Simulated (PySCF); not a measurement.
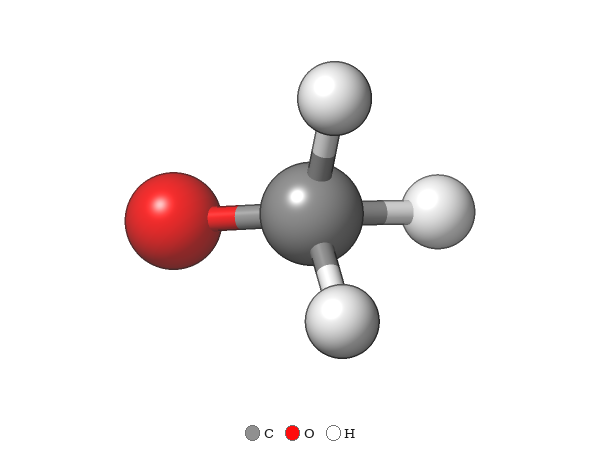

The species has charge −1 and is a spin singlet.

**What is the molecular formula?**

CH₃O⁻, 5 atoms: 1 carbon, 3 hydrogen and 1 oxygen.

**Count the bonded pairs by element.**

3 C–H, 1 C–O.

**What is the point group of this geometry?**

C3v.

**Give a SMILES string for it.**

C[O-]

**How many sets of symmetry-equivalent atoms are there?**

3: 1 C, 1 O, 3 H.

More results for the same structure follow; atom numbers are the same in all pictures, views and colours differ. The geometry was computed by an optimisation with PBE0-D3(BJ)/def2-SVP. No frequency run is at hand to confirm it as a minimum.

Geometry

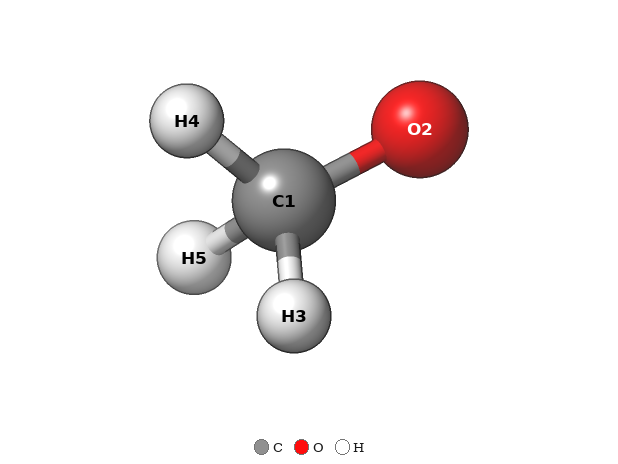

Numbered structure. No frequency run is at hand to confirm it as a minimum.

Which atoms are bonded, and how long are the bonds?

```tsv
bond	length (Å)	order
C1–O2	1.289	single
C1–H3	1.173	single
C1–H4	1.172	single
C1–H5	1.173	single
```

Electronic properties

No frequency run is at hand to confirm it as a minimum. Properties computed with CAM-B3LYP/def2-SVPD, gas phase (PySCF 2.14.0).

**What is the mean static polarisability?**

34.7 bohr³.

**What is the HOMO energy (Kohn–Sham orbital)?**

−0.82 eV.

Core levels

No frequency run is at hand to confirm it as a minimum. Properties computed with delta-SCF UKS SCAN, pcX-2 on the ionised atom, pcseg-1 elsewhere, spin-free X2C (PySCF 2.14.0).

Give the core-electron binding energies (to vacuum) of C1 1s, O2 1s.

| atom | level | binding energy (eV) |
| --- | --- | --- |
| C1 | 1s | 285.6 |
| O2 | 1s | 528.5 |

Spin–spin coupling

No frequency run is at hand to confirm it as a minimum. Properties computed with B3LYP/pcJ-1 indirect spin-spin coupling, non-relativistic, gas phase (PySCF 2.14.0). Isotopes: 13C, 1H, 17O.

Give the spin–spin coupling constants of these pairs, with the number of bonds between them: C1/H5, C1/O2, O2/H5, H3/H4, H3/H5.

| pair | bonds apart | J (Hz) |
| --- | --- | --- |
| C1, H5 | 1 | 117.8 |
| C1, O2 | 1 | 37.5 |
| O2, H5 | 2 | −6.6 |
| H3, H4 | 2 | −6.7 |
| H3, H5 | 2 | −6.7 |

NMR shielding

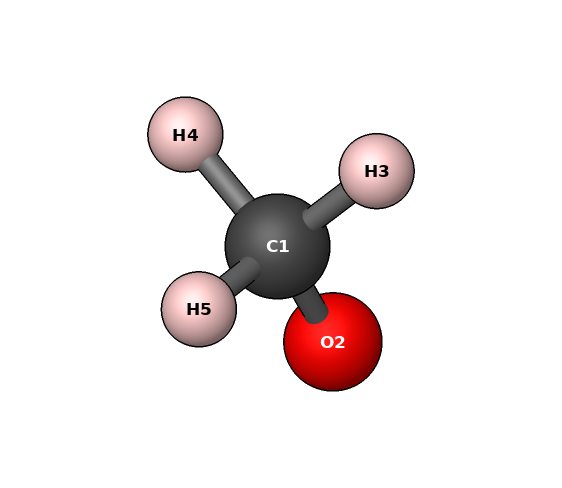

No frequency run is at hand to confirm it as a minimum. Properties computed with GIAO PBE0/pcSseg-1 NMR shielding, non-relativistic, gas phase (PySCF 2.14.0). Principal shieldings σ11 ≤ σ22 ≤ σ33, span Ω = σ33 − σ11, skew κ = 3(σiso − σ22)/Ω.

Give the shielding tensors of the O atoms.

```csv
atom,σ11,σ22,σ33,σiso,Ω,κ
O2,143.1,327.1,327.3,265.8,184.2,−1.00
```

Shieldings and span in ppm.
